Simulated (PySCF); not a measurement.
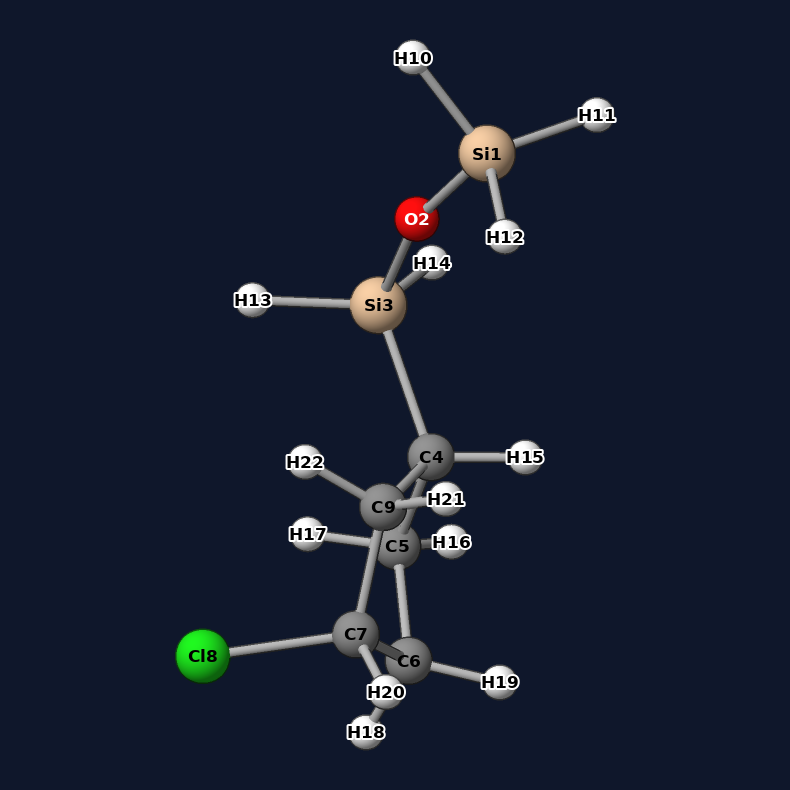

The questions are on isotropic NMR shieldings of the Si atoms. The computed structure is the end point of a GFN2-xTB optimisation. No frequency run is at hand to confirm it as a minimum. Level of theory: GIAO PBE0/pcSseg-1 NMR shielding, non-relativistic, gas phase (PySCF 2.14.0).

Give the isotropic NMR shieldings of the Si atoms atom by atom.

| atom | σ (ppm) |
| --- | --- |
| Si1 | 392.8 |
| Si3 | 366.7 |

The geometry is semi-empirical. Around Si such bond lengths and angles can be off by a tenth of an ångström or more and by several degrees, and values that hang on the shape move with them.
